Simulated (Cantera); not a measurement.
Input: 1 mol BCl3, 0.51 mol O2, 100 mol H2, held at 0.160 bar.

These are equilibrium values from Cantera (NASA tables, ideal gas, pure condensed phases), not measurements of a reactor. Candidate condensed phases: B, B2O3, B3O3H3, H2O; 33 gas species. Mutual solubility and eutectic melting of coexisting phases are not modelled. The tables' values for BOCl, BCl, BH2 are old estimates; treat these amounts as uncertain. Gases not in the tables: BHCl2. Equilibrium is a limit: real reactors are often held back by kinetics, nucleation or transport.

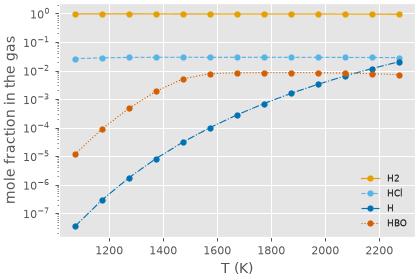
Fig. 1. Equilibrium gas composition (values under 1e-9 drawn at 1e-9)

From 1073 K to 1173 K the condensed part is B2O3(l). At 1273 K the condensed part is B(s) + B2O3(l). At 1373 K the condensed part is B2O3(l). From 1473 K to 2273 K nothing is condensed. The main B-bearing gas is B3O3H3 at 1073 K and HBO at 2273 K.
